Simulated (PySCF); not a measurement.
**C4H4BFN (doublet): density, localisation and related maps**

```yaml
atoms:
  - { symbol: N, position_ang: [3.4735, 0.0744, -0.5122] }
  - { symbol: C, position_ang: [2.4343, 0.5281, -0.3299] }
  - { symbol: B, position_ang: [1.0285, 1.0874, -0.0833] }
  - { symbol: F, position_ang: [0.8670, 2.4113, 0.0212] }
  - { symbol: C, position_ang: [-0.1469, 0.1735, 0.0418] }
  - { symbol: C, position_ang: [-1.5823, -0.0030, 0.2515] }
  - { symbol: C, position_ang: [-0.6724, -1.1882, 0.0420] }
  - { symbol: H, position_ang: [-2.2573, 0.2922, -0.5419] }
  - { symbol: H, position_ang: [-1.9886, 0.1839, 1.2374] }
  - { symbol: H, position_ang: [-0.7130, -1.7282, -0.8954] }
  - { symbol: H, position_ang: [-0.4373, -1.8287, 0.8825] }
```

Geometry: GFN2-xTB.

Method: UKS B3LYP, pcH-1 on B C F H N, non-relativistic, mean-field spin-orbit, GIAO in PySCF 2.14.0, density-fitted response routines.

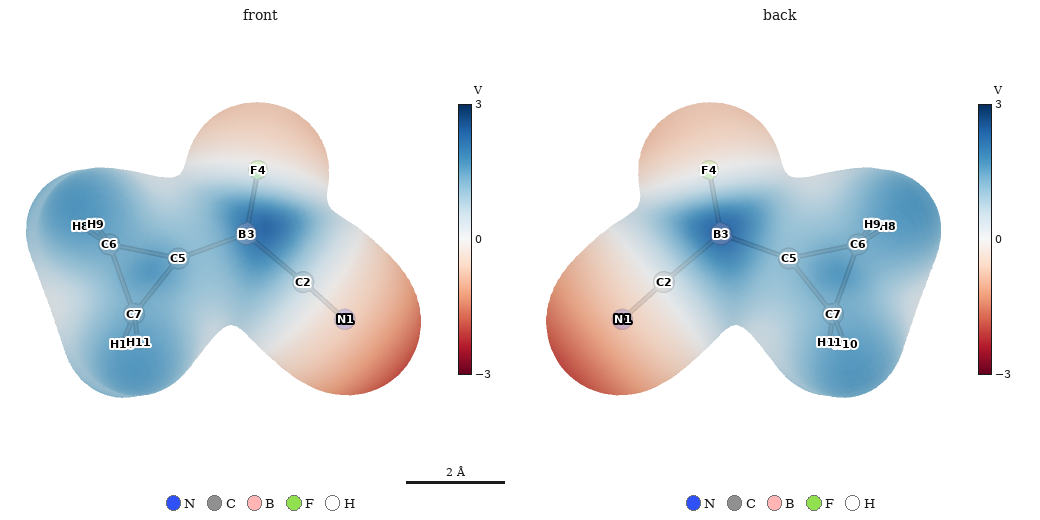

Figure 1. The electrostatic potential painted on the density surface at 0.004 e/bohr³, seen from the front and from behind; red is negative and blue positive.

Question: Which sites attract a positive test charge, and which a negative one?

Answer: A positive charge is drawn to the negative regions and a negative charge to the positive ones. The most negative region (about −1.9 V, or −44 kcal/mol for a unit charge) lies over N1, the most positive (about +2.3 V, or +53 kcal/mol for a unit charge) over B3. N1 is the likeliest acceptor of a hydrogen bond.

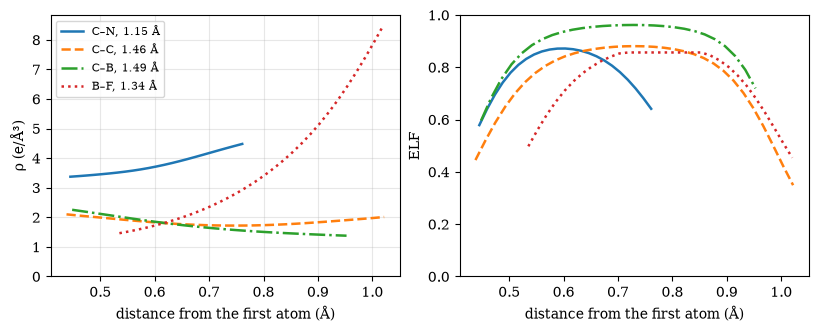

Figure 2. Total electron density and electron localisation function along straight lines between neighbouring atoms. The curves leave out the atomic cores.

Question: Compare the contacts.

Answer: C–N (1.15 Å): ρ at the midpoint is about 3.6 e/Å³; the ELF peaks at about 0.85 between the atoms (a multiple bond).
C–C (1.46 Å): ρ at the midpoint is about 1.7 e/Å³; the ELF peaks at about 0.90 between the atoms, as expected for a covalent bond.
C–B (1.49 Å): the density is about 1.6 e/Å³ at the midpoint; the ELF peaks at about 0.95 between the atoms (a covalent bond).
B–F (1.34 Å): ρ is about 2.1 e/Å³ halfway; the ELF peaks at about 0.85 between the atoms (a polar covalent bond).
